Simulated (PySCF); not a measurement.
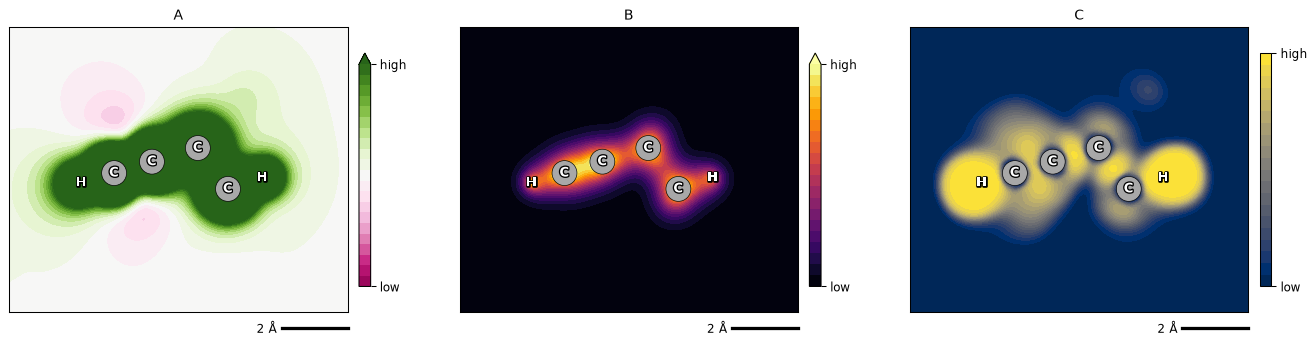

C6H11ClOSi2: 3 fields on the plane of atoms C2, C3 and C4, with unlabelled colour scales. Grey discs cover the atomic cores.

Geometry: GFN2-xTB.

Computed with PBE0/pcSseg-1, SCF density, gas phase, non-relativistic in PySCF 2.14.0.

The panels show electron density, electron localisation function and electrostatic potential in some order. Assign them.

Panel A: electrostatic potential (strongly positive close to the atoms, with negative regions outside electron-rich atoms). Panel B: electron density. Panel C: electron localisation function. From the grid: C–C (1.20 Å): the density is about 2.8 e/Å³ at the midpoint; the ELF peaks at about 0.85 between the atoms: a short, multiple covalent bond.
